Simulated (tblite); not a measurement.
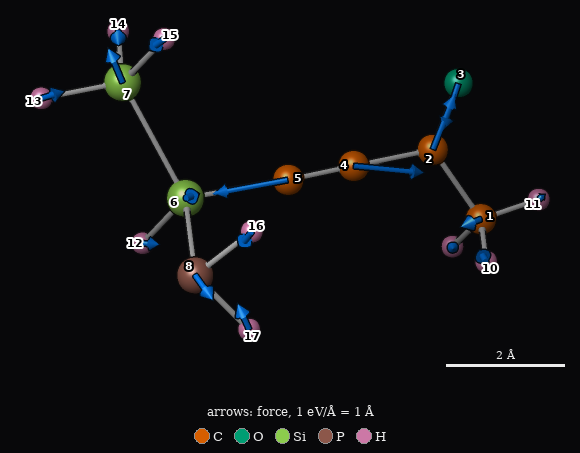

Starting geometry of C₄H₉OPSi₂ with the computed forces as blue arrows. A ball-and-stick model, seen from a free direction.

The calculation used tblite 0.8.0, GFN2-xTB geometry optimisation, gas phase. 

What follows when this structure is relaxed?

Answer. It isn't relaxed: the largest force vector, on a C atom, is 1.33 eV/Å. The final displacements have little in common with the starting forces (cosine between the two patterns 0.20). The energy falls by 12.6 kJ/mol in 74 geometry steps. An H atom moves most after the best rigid fit: 0.29 Å. Largest moves by element: H 0.29 Å, O 0.19 Å, P 0.10 Å, C 0.07 Å, Si 0.02 Å. Near-neighbour distances that change, for instance: P–Si 2.231 → 2.260 Å, H–P 1.411 → 1.383 Å, H–Si 1.488 → 1.462 Å, Si–Si 2.303 → 2.327 Å. Bond angles that change, for instance: Si–Si–H 111.4° → 117.6°, C–Si–H 109.7° → 103.7°, C–C–C 116.7° → 113.0°.
